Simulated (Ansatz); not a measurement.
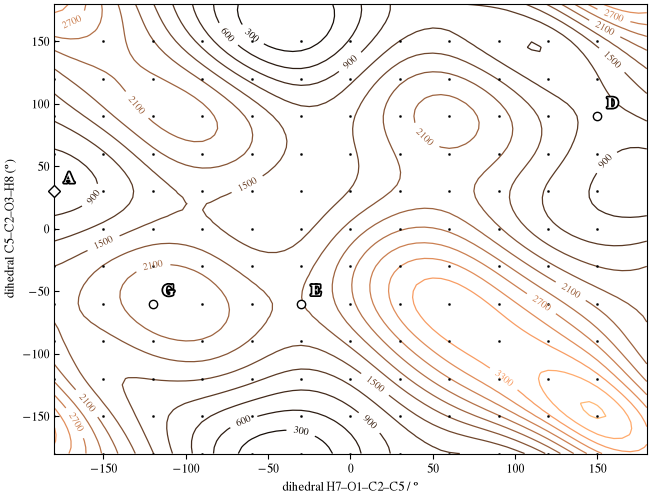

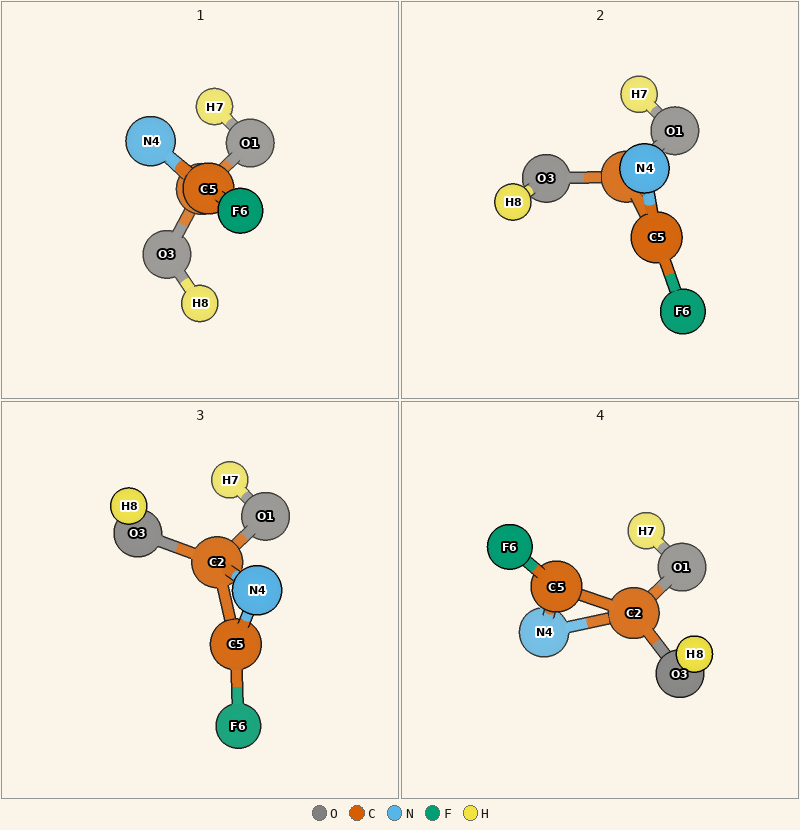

C2H2FNO2, SMILES OC1(O)N=C1F. 
- First axis: dihedral H7–O1–C2–C5. Second axis: dihedral C5–C2–O3–H8.
- Nothing is relaxed (all other coordinates rigid).
- The scan uses a 12 × 12 grid.
- Energies: cm⁻¹, counted from the relaxed molecule at the same level.
- Level of theory: RKS PBE0-D4/def2-SVP (Ansatz).

Drawn: contour lines labelled in cm⁻¹, dots at the grid points, lettered points. Between grid points the surface is interpolated. The numbered pictures are the structures at these points, in random order.

Q: Which structure belongs to which point?

A: A is structure 2: dihedral H7–O1–C2–C5 = −180°, dihedral C5–C2–O3–H8 = 30°, 732 cm⁻¹; D is structure 3: dihedral H7–O1–C2–C5 = 150°, dihedral C5–C2–O3–H8 = 90°, 1130 cm⁻¹; E is structure 4: dihedral H7–O1–C2–C5 = −30°, dihedral C5–C2–O3–H8 = −60°, 1790 cm⁻¹; G is structure 1: dihedral H7–O1–C2–C5 = −120°, dihedral C5–C2–O3–H8 = −60°, 2313 cm⁻¹.
